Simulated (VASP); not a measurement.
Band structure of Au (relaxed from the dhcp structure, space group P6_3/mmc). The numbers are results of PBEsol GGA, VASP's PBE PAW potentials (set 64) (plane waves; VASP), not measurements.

Unless said otherwise, spin-orbit coupling is left out, though it shifts the bands of the heavy elements here.

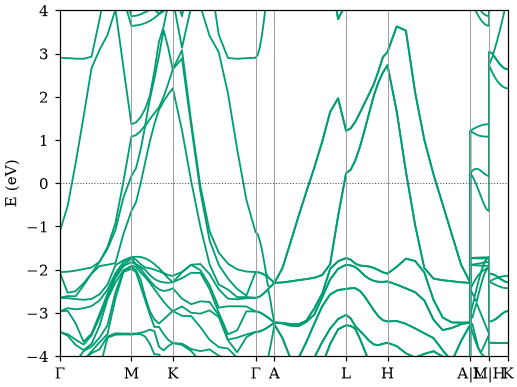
Bands along high-symmetry lines, zero at the valence-band maximum or, without a gap, the Fermi level

Read the plot: is there a gap, and where are the band edges?

It has no gap at this level: it comes out as a metal or semimetal. (Edges off the drawn lines would not show.)

The structure was generated: Au was put into the dhcp type (P6_3/mmc), which need not be its known phase. It was relaxed first.
